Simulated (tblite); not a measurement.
**Run report: C4H11O2Si, geometry relaxation (part 1 of 3)**

The run: geometry relaxation of C4H11O2Si, multiplicity 2. Method and program: GFN2-xTB geometry optimisation, gas phase (tblite 0.8.0).

It belongs to a series of runs on one base structure; here: H added to acyl C.

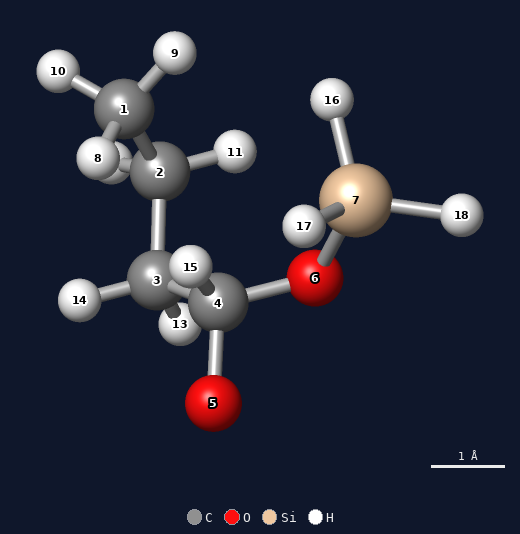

The starting structure (ball-and-stick view, seen at a tilt; atoms are numbered from 1 in the order of the input).

**Key numbers**

```json
{"quantity": "outcome", "value": "converged"}
{"quantity": "total energy", "value": "−653.7560 eV"}
{"quantity": "hardware", "value": "1 CPU thread, shared host"}
{"quantity": "wall time", "value": "1.6 s"}
{"quantity": "peak memory", "value": "0.18 GiB"}
```

**Input file**
```
{"job": {"kind": "relax", "xc": "GFN2-xTB", "basis": "xTB"}, "charge": 0, "multiplicity": 2}
C     -1.532400     0.862500    -0.442200
C     -1.342700    -0.627300    -0.343900
C     -0.636200    -1.048800     0.947900
C      0.724400    -0.411900     1.060100
O      1.344400    -0.818000     2.266200
O      1.540200    -0.790800    -0.002500
Si     2.152700     0.595000    -0.820800
H     -1.167200     1.310900     0.512600
H     -1.124600     1.316800    -1.344600
H     -2.642300     1.014400    -0.461700
H     -0.768100    -1.007000    -1.209100
H     -2.343900    -1.137300    -0.318300
H     -0.553600    -2.141700     1.016000
H     -1.286300    -0.751800     1.803100
H      0.665600     0.693100     1.126800
H      1.207500     1.087300    -1.816100
H      2.315000     1.654700     0.195400
H      3.438800     0.206100    -1.429800
```

The first line tells a small driver script what to run in tblite; the rest is the geometry in Å.

Launch command:
```bash
OMP_NUM_THREADS=1 python <driver script> task.json out
```

**The program's output**
```
step      E/eV     max force
  0    -652.49336    4.817
  1    -653.04045    1.561
  2    -653.12503    1.485
  3    -653.16335    0.544
  4    -653.20615    0.427
  5    -653.22949    0.517
  6    -653.24811    0.376
  7    -653.26534    0.306
  8    -653.27774    0.241
  9    -653.28777    0.209
 10    -653.29563    0.229
 11    -653.30320    0.220
 12    -653.31140    0.219
 13    -653.31973    0.245
 14    -653.32799    0.205
 15    -653.33633    0.239
 16    -653.34358    0.201
 17    -653.34888    0.202
 18    -653.35283    0.131
 19    -653.35579    0.160
 20    -653.35855    0.143
 21    -653.36154    0.173
 22    -653.36399    0.130
 23    -653.36542    0.094
 24    -653.36624    0.072
 25    -653.36703    0.083
 26    -653.36812    0.101
 27    -653.36932    0.072
 28    -653.37026    0.065
 29    -653.37094    0.056
 30    -653.37156    0.058
 31    -653.37225    0.063
 32    -653.37300    0.078
 33    -653.37382    0.091
 34    -653.37481    0.081
 35    -653.37607    0.100
 36    -653.37755    0.093
 37    -653.37911    0.094
 38    -653.38084    0.117
 39    -653.38320    0.149
 40    -653.38664    0.199
 41    -653.39078    0.186
 42    -653.39514    0.203
 43    -653.39886    0.176
 44    -653.40200    0.128
 45    -653.40537    0.154
 46    -653.40887    0.125
 47    -653.41028    0.186
 48    -653.41344    0.127
 49    -653.41487    0.110
 50    -653.41736    0.095
 51    -653.41905    0.111
 52    -653.42261    0.144
 53    -653.42512    0.155
 54    -653.42827    0.129
 55    -653.43111    0.110
 56    -653.43336    0.133
 57    -653.43429    0.169
 58    -653.43644    0.102
 59    -653.43786    0.087
 60    -653.43996    0.087
 61    -653.44198    0.101
 62    -653.44433    0.125
 63    -653.44668    0.151
 64    -653.44938    0.156
 65    -653.45225    0.134
 66    -653.45472    0.197
 67    -653.45835    0.169
 68    -653.46251    0.167
 69    -653.46636    0.143
 70    -653.46963    0.159
 71    -653.47375    0.146
 72    -653.47718    0.148
 73    -653.48019    0.171
 74    -653.48172    0.290
 75    -653.48641    0.165
 76    -653.49053    0.125
 77    -653.49488    0.110
 78    -653.49674    0.130
 79    -653.49890    0.100
 80    -653.50057    0.078
 81    -653.50179    0.069
 82    -653.50281    0.081
 83    -653.50383    0.078
 84    -653.50477    0.091
 85    -653.50580    0.093
 86    -653.50693    0.092
 87    -653.50818    0.078
 88    -653.50940    0.069
 89    -653.51073    0.080
 90    -653.51194    0.063
 91    -653.51303    0.067
 92    -653.51375    0.053
 93    -653.51429    0.044
 94    -653.51469    0.037
 95    -653.51511    0.042
 96    -653.51552    0.052
 97    -653.51588    0.051
 98    -653.51619    0.043
 99    -653.51644    0.033
100    -653.51665    0.032
101    -653.51689    0.032
102    -653.51715    0.050
103    -653.51746    0.048
104    -653.51779    0.042
105    -653.51818    0.044
106    -653.51864    0.050
107    -653.51904    0.086
108    -653.51952    0.071
109    -653.51996    0.046
110    -653.52052    0.042
111    -653.52093    0.058
112    -653.52168    0.074
113    -653.52233    0.065
114    -653.52266    0.060
115    -653.52306    0.053
116    -653.52326    0.033
117    -653.52356    0.037
118    -653.52385    0.039
119    -653.52416    0.034
120    -653.52443    0.031
121    -653.52464    0.025
122    -653.52479    0.026
123    -653.52494    0.029
124    -653.52515    0.032
125    -653.52545    0.039
126    -653.52585    0.051
127    -653.52631    0.060
128    -653.52675    0.067
129    -653.52712    0.043
130    -653.52748    0.039
131    -653.52786    0.043
132    -653.52834    0.041
133    -653.52885    0.046
134    -653.52939    0.057
135    -653.53003    0.061
136    -653.53100    0.078
137    -653.53199    0.092
138    -653.53373    0.104
139    -653.53521    0.091
140    -653.53710    0.077
141    -653.53820    0.082
142    -653.54014    0.095
143    -653.54027    0.179
144    -653.54213    0.070
145    -653.54279    0.059
146    -653.54399    0.058
147    -653.54474    0.081
148    -653.54572    0.099
149    -653.54681    0.081
150    -653.54776    0.067
151    -653.54867    0.068
152    -653.54942    0.077
153    -653.55000    0.080
154    -653.55055    0.058
155    -653.55103    0.050
156    -653.55147    0.057
157    -653.55180    0.049
158    -653.55223    0.050
159    -653.55267    0.050
160    -653.55309    0.056
161    -653.55355    0.077
162    -653.55407    0.059
163    -653.55497    0.071
164    -653.55572    0.084
165    -653.55651    0.084
166    -653.55772    0.071
167    -653.55897    0.091
168    -653.56037    0.093
169    -653.56197    0.085
170    -653.56444    0.143
171    -653.55763    0.344
172    -653.56856    0.152
173    -653.57083    0.142
174    -653.57379    0.096
175    -653.57973    0.215
176    -653.56190    0.481
177    -653.58619    0.215
178    -653.58588    0.347
179    -653.59361    0.129
180    -653.59842    0.353
181    -653.60072    0.443
182    -653.61326    0.378
183    -653.62197    0.384
184    -653.62782    0.122
185    -653.63548    0.349
186    -653.64325    0.209
187    -653.65026    0.282
188    -653.65929    0.225
189    -653.66465    0.309
190    -653.66696    0.352
191    -653.67968    0.225
192    -653.68535    0.129
193    -653.69479    0.360
194    -653.70212    0.207
195    -653.70794    0.118
196    -653.71235    0.220
197    -653.71654    0.182
198    -653.71985    0.247
199    -653.72377    0.203
200    -653.72806    0.107
201    -653.73206    0.123
202    -653.73535    0.163
203    -653.73690    0.175
204    -653.73963    0.117
205    -653.74127    0.063
206    -653.74313    0.069
207    -653.74379    0.091
208    -653.74453    0.091
209    -653.74571    0.097
210    -653.74839    0.082
211    -653.75027    0.116
212    -653.75188    0.090
213    -653.75291    0.075
214    -653.75364    0.052
215    -653.75433    0.047
216    -653.75494    0.048
217    -653.75534    0.042
218    -653.75556    0.031
219    -653.75569    0.030
220    -653.75580    0.021
221    -653.75587    0.017
222    -653.75592    0.016
223    -653.75595    0.015
224    -653.75599    0.013
225    -653.75602    0.013
226    -653.75604    0.009
```

**Trajectory as extended XYZ (Å, eV, eV/Å), 27 of the 227 frames kept, from step=0 to step=226**
```
18
Properties=species:S:1:pos:R:3:forces:R:3 step=0 energy=-652.49336
C    -1.5324    0.8625   -0.4422   -1.5170   0.5600   0.7820
C    -1.3427   -0.6273   -0.3439    0.0020  -1.3060  -0.3080
C    -0.6362   -1.0488    0.9479   -1.7520  -0.1880   0.3300
C     0.7244   -0.4119    1.0601    3.0210  -1.9150   3.2270
O     1.3444   -0.8180    2.2662   -1.7890   1.1570  -2.5850
O     1.5402   -0.7908   -0.0025    0.2930   2.3690  -1.0590
Si    2.1527    0.5950   -0.8208    0.3450  -1.3050   0.4300
H    -1.1672    1.3109    0.5126   -0.1890   0.1310  -1.0410
H    -1.1246    1.3168   -1.3446    0.1290  -0.0330   0.4300
H    -2.6423    1.0144   -0.4617    0.8760   0.3940  -0.0180
H    -0.7681   -1.0070   -1.2091   -0.3040   0.0350   0.3530
H    -2.3439   -1.1373   -0.3183    0.8610   0.2620  -0.1930
H    -0.5536   -2.1417    1.0160    0.3080   0.2600  -0.1730
H    -1.2863   -0.7518    1.8031    0.6000   0.0160  -0.3140
H     0.6656    0.6931    1.1268   -0.4070  -0.1900   0.1380
H     1.2075    1.0873   -1.8161   -0.1250  -0.0900  -0.0730
H     2.3150    1.6547    0.1954    0.0880  -0.0890  -0.1930
H     3.4388    0.2061   -1.4298   -0.4410  -0.0680   0.2680
18
Properties=species:S:1:pos:R:3:forces:R:3 step=9 energy=-653.28777
C    -1.6042    0.8677   -0.4212    0.0860  -0.0640  -0.0130
C    -1.3487   -0.6481   -0.3344   -0.0020   0.0870  -0.0150
C    -0.6639   -1.0718    0.9538   -0.1410  -0.0360  -0.0750
C     0.7944   -0.4667    1.1465   -0.0350   0.1080  -0.1760
O     1.3360   -0.8457    2.2266    0.0460  -0.0800   0.1450
O     1.5416   -0.6466   -0.0211    0.0110   0.0920  -0.0600
Si    2.1895    0.6077   -0.8368    0.0340   0.0320  -0.0040
H    -1.1881    1.3828    0.4462   -0.0780  -0.0680   0.0210
H    -1.1186    1.2948   -1.2955   -0.1190  -0.0330  -0.0320
H    -2.6668    1.1079   -0.4619    0.1150  -0.1060  -0.0160
H    -0.7624   -1.0026   -1.1870    0.0150   0.1580   0.0820
H    -2.3023   -1.1880   -0.3720    0.0480   0.0700   0.0490
H    -0.5169   -2.1502    0.9908   -0.0530  -0.0260   0.0050
H    -1.2261   -0.7336    1.8225   -0.0440  -0.1490   0.0630
H     0.5115    0.6248    1.1864    0.0350   0.0510   0.1090
H     1.2072    1.0563   -1.8413    0.1490  -0.0470   0.0210
H     2.3674    1.6889    0.1449    0.0870   0.0510  -0.1790
H     3.4417    0.1288   -1.4075   -0.1530  -0.0410   0.0740
18
Properties=species:S:1:pos:R:3:forces:R:3 step=17 energy=-653.34888
C    -1.6228    0.8695   -0.4133    0.0220   0.0250   0.0060
C    -1.3380   -0.6340   -0.3161   -0.0590   0.0810  -0.0710
C    -0.6757   -1.0962    0.9694   -0.1660  -0.0190  -0.1130
C     0.7696   -0.4538    1.1754   -0.0050   0.0620  -0.0210
O     1.3289   -0.9125    2.2192    0.0710  -0.0380   0.1240
O     1.4975   -0.5358   -0.0046    0.0280  -0.0390   0.0190
Si    2.2207    0.6466   -0.8511   -0.0070  -0.0690  -0.0280
H    -1.2219    1.4009    0.4479   -0.0220   0.0180   0.0170
H    -1.1608    1.2813   -1.3069   -0.0130   0.0610   0.0440
H    -2.6884    1.0818   -0.4675    0.0210  -0.0600   0.0720
H    -0.7111   -0.9254   -1.1612   -0.0350  -0.1130   0.0830
H    -2.2832   -1.1795   -0.3904    0.0450  -0.0630  -0.0300
H    -0.5291   -2.1759    0.9517    0.1110   0.0070  -0.0140
H    -1.2402   -0.8357    1.8644   -0.0640   0.0170  -0.0690
H     0.4629    0.6205    1.3005    0.0180   0.0960   0.0810
H     1.2817    1.0373   -1.9061    0.0080   0.0650  -0.0630
H     2.4871    1.8087    0.0019    0.0120  -0.0250  -0.0440
H     3.4142    0.0086   -1.3742    0.0330  -0.0050   0.0050
18
Properties=species:S:1:pos:R:3:forces:R:3 step=26 energy=-653.36812
C    -1.6341    0.8703   -0.4019   -0.0130   0.0150   0.0030
C    -1.3338   -0.6320   -0.3248   -0.0190   0.0660  -0.0520
C    -0.6825   -1.0945    0.9636   -0.0730  -0.0200  -0.0670
C     0.7555   -0.4322    1.2040    0.0150   0.0230   0.0170
O     1.3138   -0.9348    2.2308    0.0160  -0.0010   0.0720
O     1.4826   -0.4900    0.0228    0.0010  -0.0220  -0.0150
Si    2.2292    0.6357   -0.8732   -0.0040   0.0430  -0.0190
H    -1.2398    1.4030    0.4627    0.0100  -0.0540   0.0060
H    -1.1888    1.3098   -1.2910   -0.0170  -0.0050   0.0280
H    -2.7042    1.0608   -0.4366    0.0020  -0.0290   0.0230
H    -0.6947   -0.9309   -1.1568   -0.0100   0.0360  -0.0060
H    -2.2699   -1.1923   -0.4167    0.0390  -0.0070   0.0070
H    -0.4904   -2.1657    0.9256    0.0250  -0.0320   0.0210
H    -1.2805   -0.8675    1.8449    0.0150   0.0210  -0.0110
H     0.4571    0.6377    1.3757   -0.0100   0.0460  -0.0130
H     1.3213    1.0473   -1.9525    0.0040  -0.0410   0.0070
H     2.5358    1.8266   -0.0775    0.0050  -0.0110   0.0150
H     3.4147   -0.0454   -1.3598    0.0120  -0.0290  -0.0160
18
Properties=species:S:1:pos:R:3:forces:R:3 step=35 energy=-653.37607
C    -1.6536    0.8672   -0.3816   -0.0070   0.0230   0.0160
C    -1.3246   -0.6290   -0.3459   -0.0020   0.0730  -0.0610
C    -0.6748   -1.0905    0.9438   -0.0830  -0.0060  -0.0550
C     0.7508   -0.4077    1.2159   -0.0280  -0.0260   0.0080
O     1.2846   -0.9075    2.2581    0.0280   0.0170   0.0280
O     1.4974   -0.4751    0.0491    0.0320  -0.0350   0.0180
Si    2.2438    0.6247   -0.8771   -0.0160   0.0200  -0.0270
H    -1.2415    1.3708    0.4914   -0.0420   0.0200   0.0140
H    -1.2287    1.3449   -1.2617   -0.0590  -0.0410   0.0150
H    -2.7276    1.0371   -0.3850    0.0210   0.0090   0.0150
H    -0.6828   -0.8856   -1.1883    0.0580  -0.0340   0.0210
H    -2.2452   -1.2136   -0.4518    0.0460   0.0320   0.0070
H    -0.4666   -2.1593    0.9133    0.0130   0.0000   0.0070
H    -1.2923   -0.8628    1.8109    0.0180  -0.0300   0.0340
H     0.4463    0.6627    1.3806   -0.0120   0.0020  -0.0480
H     1.3339    0.9994   -1.9703    0.0140   0.0070   0.0510
H     2.5649    1.8236   -0.0955   -0.0040  -0.0360  -0.0500
H     3.4074   -0.0929   -1.3670    0.0250   0.0010   0.0080
18
Properties=species:S:1:pos:R:3:forces:R:3 step=43 energy=-653.39886
C    -1.7211    0.8792   -0.3145    0.0080  -0.0560  -0.0100
C    -1.2777   -0.5876   -0.3898   -0.0420   0.0100   0.0250
C    -0.6608   -1.0896    0.9004   -0.0290  -0.0170  -0.0280
C     0.7426   -0.3748    1.2307   -0.1210  -0.0200  -0.0240
O     1.1987   -0.7766    2.3476    0.0390   0.0050  -0.0230
O     1.5857   -0.5041    0.1330    0.0040   0.0130   0.0630
Si    2.2847    0.5568   -0.8757   -0.0350  -0.0510  -0.0120
H    -1.2952    1.3584    0.5690    0.0370   0.0430  -0.1340
H    -1.4033    1.4280   -1.1983   -0.0320   0.0100   0.0720
H    -2.8023    0.9722   -0.2238    0.0460  -0.0790  -0.0420
H    -0.5695   -0.7595   -1.2052   -0.0600   0.1530   0.0640
H    -2.1489   -1.2194   -0.5911    0.0230   0.0010   0.0050
H    -0.4380   -2.1545    0.8449    0.0880   0.0140  -0.0130
H    -1.3043   -0.9059    1.7605    0.0410   0.0130  -0.0010
H     0.3990    0.6964    1.2774    0.0330   0.0080   0.0300
H     1.3420    0.8865   -1.9523   -0.0410   0.0260   0.0000
H     2.6462    1.8080   -0.2042   -0.0100  -0.0560   0.0220
H     3.4135   -0.2071   -1.3696    0.0520  -0.0180   0.0040
```
